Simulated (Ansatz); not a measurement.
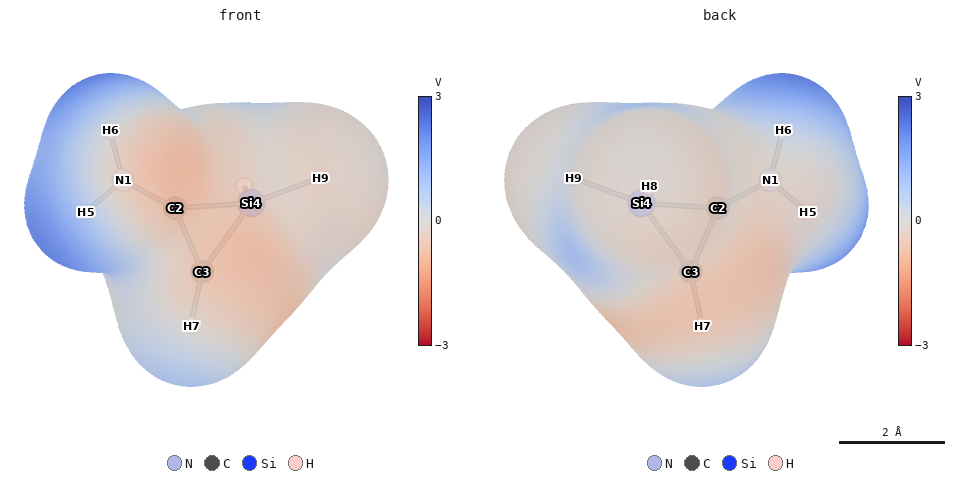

*C$_{2}$H$_{5}$NSi (SMILES NC1=C[SiH2]1). The molecular electrostatic potential painted on the density surface at 0.002 e/bohr³, seen from the front and from behind; the colour scale runs from red (negative) to blue (positive).*

Geometry: PBE0-D4/def2-TZVP.

These are results of RKS PBE0-D4/def2-TZVPP (Ansatz), not measurements.

```xyz
9

N     0.1231    1.1821   -1.1976
C     0.0891    0.1954   -0.2801
C     0.7719   -0.9210    0.0291
Si   -0.6331   -0.7013    1.1177
H     0.9410    1.2978   -1.7730
H    -0.4412    1.9990   -1.0570
H     1.6458   -1.4369   -0.3449
H    -0.5101   -0.1906    2.5092
H    -1.8982   -1.4707    0.9796
```

> Which sites attract a positive test charge, and which a negative one?

A positive charge is drawn to the negative regions and a negative charge to the positive ones. The most negative region (about −0.9 V) lies over N1, the most positive (about +2.1 V) over H5 and H6.
